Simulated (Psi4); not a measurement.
**BHF2 (SMILES FBF) at DSD-PBEP86/def2-TZVPP (density fitting for correlation)**

Aim: the vertical ionisation energy of BHF2 at DSD-PBEP86/def2-TZVPP (density fitting for correlation), from 2 runs. 

Program for the calculation: Psi4 1.11.

1 further run of the same task is left out (set aside as unsound or not needed).

## Step 1: The structure to begin with

BHF2: 4 atoms, total charge 0, spin state singlet. SMILES: `FBF`. The shape is that of a PBE0-D4/def2-TZVP optimisation.

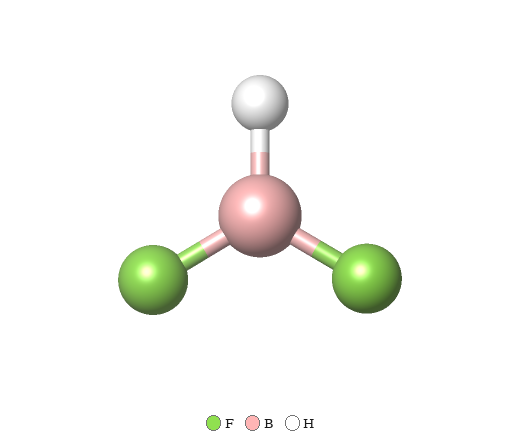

The structure, seen from a chosen angle (fluorine green, boron pink, hydrogen white).

## Step 2: A single-point energy at DSD-PBEP86/def2-TZVPP (density fitting for correlation)

job.inp

```
memory 1600 MB

molecule {
  0 1
  F      1.154300     0.456900    -0.361900
  B     -0.001900    -0.031000     0.025200
  F     -1.095400     0.528700    -0.438900
  H     -0.057000    -0.954600     0.775600
  symmetry c1
}

set puream true
set e_convergence 1e-09
set d_convergence 1e-08
set scf_type pk
set dft_radial_points 99
set dft_spherical_points 590
set num_frozen_docc 3

energy_value, wavefunction = energy("dsd-pbep86/def2-TZVPP", return_wfn=True)
print_variables()
```

Command:

```
$ psi4 -i job.inp -o job.out -n 1
```

job.out:

```text
[...]
  Running in c1 symmetry.
[...]
  Nuclear repulsion =   61.888554759542060
[...]
  Multiplicity = 1
[...]
  Nalpha       = 12
  Nbeta        = 12
[...]
    Number of basis functions: 107
[...]
   @RKS iter   1:  -224.68909489174743   -7.69719e-01   3.73058e-03 ADIIS/DIIS
[...]
   @RKS iter  10:  -224.73447175357595   -2.67164e-12   3.66184e-09 DIIS
[...]
    Orbital Energies [Eh]
    ---------------------
    Doubly Occupied:
       1A    -25.758313     2A    -25.758275     3A     -7.414753
       4A     -1.519100     5A     -1.488241     6A     -0.753830
       7A     -0.695848     8A     -0.675050     9A     -0.648676
      10A     -0.594787    11A     -0.585375    12A     -0.503653
[...]
  @RKS Final Energy:  -224.73447175357595
   => Energetics <=
    Nuclear Repulsion Energy =             61.8885547595420604
    One-Electron Energy =                -435.2952718057972561
    Two-Electron Energy =                 155.8994399755117115
    DFT Exchange-Correlation Energy =      -7.2271946828324349
    Empirical Dispersion Energy =           0.0000000000000000
    VV10 Nonlocal Energy =                  0.0000000000000000
    Total Energy =                       -224.7344717535759457
[...]
 Multipole Moments:
 ------------------------------------------------------------------------------------
     Multipole            Electronic (a.u.)      Nuclear  (a.u.)        Total (a.u.)
 ------------------------------------------------------------------------------------
 L = 1.  Multiply by 2.5417464519 to convert [e a0] to [Debye]
 Dipole X            :          0.0479986           -0.0675938           -0.0195951
 Dipole Y            :          0.8081553           -1.1322755           -0.3241202
 Dipole Z            :         -0.6565850            0.9199550            0.2633700
 Magnitude           :                                                    0.4180928
[...]
```

Run time: 11 s. Hardware: 1 thread of Intel Xeon Platinum 8488C (Sapphire Rapids), shared host; peak memory 0.58 GiB.

## Step 3: The doublet cation

bf2h.xyz

```xyz
4
BF2H
F      1.154300     0.456900    -0.361900
B     -0.001900    -0.031000     0.025200
F     -1.095400     0.528700    -0.438900
H     -0.057000    -0.954600     0.775600
```

job.py

```python
import psi4

psi4.set_memory('1600 MB')
psi4.set_num_threads(1)
psi4.core.set_output_file('output.dat', False)

with open('bf2h.xyz') as f:
    atoms = ''.join(f.readlines()[2:])
mol = psi4.geometry('1 2\n' + atoms + 'symmetry c1\nno_reorient\nno_com')

options = {'basis': 'def2-TZVPP', 'reference': 'uks', 'puream': True, 'e_convergence': 1e-09, 'd_convergence': 1e-08, 'scf_type': 'pk', 'dft_radial_points': 99, 'dft_spherical_points': 590, 'num_frozen_docc': 3, 'maxiter': 200}
psi4.set_options(options)

e, wfn = psi4.energy('dsd-pbep86', return_wfn=True)
print('E =', round(e, 9))
```

Command:

```
$ python job.py
```

output.dat:

```text
[...]
  Running in c1 symmetry.
[...]
  Nuclear repulsion =   61.888554759542060
[...]
  Multiplicity = 2
[...]
  Nalpha       = 12
  Nbeta        = 11
[...]
    Number of basis functions: 107
[...]
   @UKS iter   1:  -224.13949694778094   -2.20121e-01   3.66790e-03 DIIS/ADIIS
[...]
   @UKS iter  16:  -224.20985549671727   -1.44951e-11   9.25210e-09 DIIS
[...]
   @S^2 Observed:                7.648026177E-01
[...]
    Orbital Energies [Eh]
    ---------------------
    Alpha Occupied:
       1A    -26.106456     2A    -26.106403     3A     -7.801316
       4A     -1.852558     5A     -1.823107     6A     -1.110975
       7A     -1.043263     8A     -1.030439     9A     -0.967396
      10A     -0.925170    11A     -0.915081    12A     -0.913668
    Alpha Virtual:
      13A     -0.242315    14A     -0.125845    15A     -0.113445
      16A     -0.102490    17A     -0.026151    18A     -0.006075
      19A      0.099821    20A      0.132928    21A      0.202995
      22A      0.235087    23A      0.283225    24A      0.287309
      25A      0.326158    26A      0.414416    27A      0.449738
[...]
  @UKS Final Energy:  -224.20985549671727
   => Energetics <=
    Nuclear Repulsion Energy =             61.8885547595420604
    One-Electron Energy =                -427.2322116170971640
    Two-Electron Energy =                 148.2391260979348999
    DFT Exchange-Correlation Energy =      -7.1053247370970416
    Empirical Dispersion Energy =           0.0000000000000000
    VV10 Nonlocal Energy =                  0.0000000000000000
    Total Energy =                       -224.2098554967172674
[...]
 Multipole Moments:
 ------------------------------------------------------------------------------------
     Multipole            Electronic (a.u.)      Nuclear  (a.u.)        Total (a.u.)
 ------------------------------------------------------------------------------------
 L = 1.  Multiply by 2.5417464519 to convert [e a0] to [Debye]
 Dipole X            :         -0.9209017            0.8760770           -0.0448247
 Dipole Y            :        -15.4176234           14.6657865           -0.7518369
 Dipole Z            :         12.5267502          -11.9158571            0.6108932
 Magnitude           :                                                    0.9697724
[...]
```

The script printed:

```text
E = -224.51752429
```

Run time: 21 s. Hardware: 1 thread of Intel Xeon Platinum 8488C (Sapphire Rapids), shared host; peak memory 0.58 GiB.

## Step 4: What came out

Level: DSD-PBEP86/def2-TZVPP (density fitting for correlation), 3 core orbitals frozen.

| quantity | value |
| --- | --- |
| singlet BHF2: total energy | -225.04308 Eh |
| singlet BHF2: HOMO energy (SCF part's orbitals) | -13.71 eV |
| singlet BHF2: LUMO energy (SCF part's orbitals) | 1.75 eV |
| singlet BHF2: HOMO–LUMO gap (SCF part's orbitals) | 15.46 eV |
| doublet cation: total energy | -224.51752 Eh |
| doublet cation: HOMO energy (SCF part's orbitals) (highest over α and β) | -23.25 eV |
| doublet cation: LUMO energy (SCF part's orbitals) (lowest over α and β) | -14.82 eV |
| doublet cation: ⟨S²⟩ | 0.765 |
| vertical ionisation energy (to the doublet cation) | 14.301 eV |

**Reading.** Removing an electron at fixed nuclei costs 14.30 eV (330 kcal/mol). −ε(HOMO) before ionisation, 13.71 eV, is 0.60 eV below this ionisation energy.
